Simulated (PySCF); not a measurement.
# C6H8O (SMILES CC(C)/[C+]=[C]/C=O) (charge +1, doublet): what the fields show

```xyz
15

C    -1.6530    0.7895   -0.3532
C    -0.7330   -0.1197    0.4541
C    -0.9538   -1.6084    0.2118
C     0.6406    0.2587    0.3682
C     1.8052    0.5440    0.1572
C     3.1613    0.8898   -0.0081
O     3.9046    0.8847   -0.9268
H    -1.4668    0.6568   -1.4202
H    -2.6925    0.5290   -0.1662
H    -1.4971    1.8389   -0.1139
H    -0.9888    0.0575    1.5221
H    -1.9899   -1.8692    0.4152
H    -0.7517   -1.8510   -0.8326
H    -0.3015   -2.2205    0.8300
H     3.5118    1.2276    1.0139
```

Geometry: GFN2-xTB.

All numbers below come from UKS B3LYP, pcH-1 on C H O, non-relativistic, mean-field spin-orbit, GIAO (PySCF).

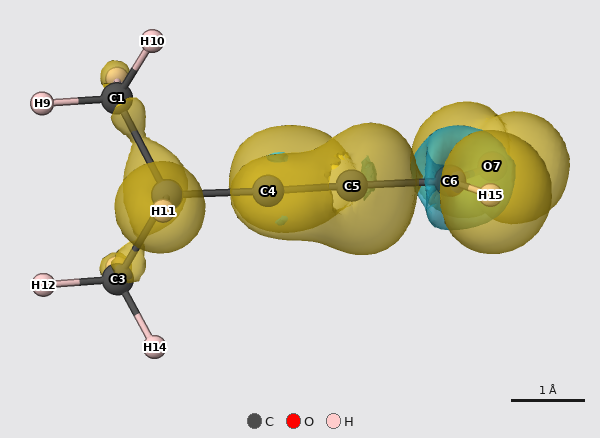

Figure 1. Isosurfaces of the spin density at +0.015 (yellow) and −0.015 e/Å³ (cyan), seen at a tilt.

> Which atoms carry the spin?

The unpaired spin (1 electron) lies mostly on O7 (about 0.4), C5 (about 0.2), C4 (about 0.1) and H15 (about 0.1), in electrons by Hirshfeld's partition.

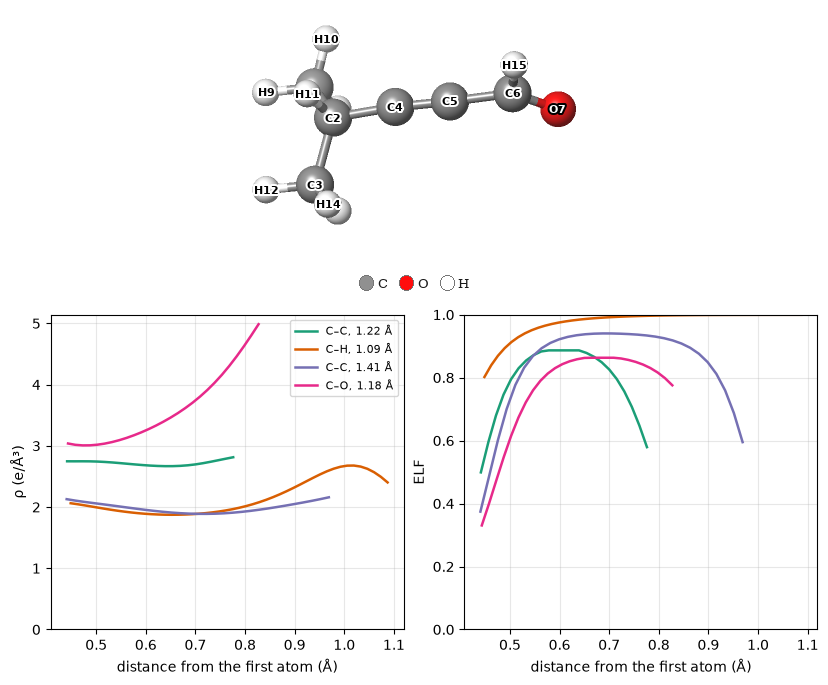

Figure 2. Total electron density and ELF along straight lines between neighbouring atoms. The curves leave out the atomic cores. The structure is drawn too.

> Compare the contacts.

C–C (1.22 Å): ρ is about 2.7 e/Å³ halfway; the ELF peaks at about 0.90 between the atoms; a multiple bond.
C–H (1.09 Å): ρ is about 1.9 e/Å³ halfway; the ELF climbs to about 1 towards the hydrogen, as it does in any bond to H (a covalent bond by its length).
C–C (1.41 Å): the density is about 1.9 e/Å³ at the midpoint; the ELF peaks at about 0.95 between the atoms, as expected for localised, covalent bonding.
C–O (1.18 Å): ρ at the midpoint is about 3.2 e/Å³; the ELF peaks at about 0.85 between the atoms: a short, multiple covalent bond.
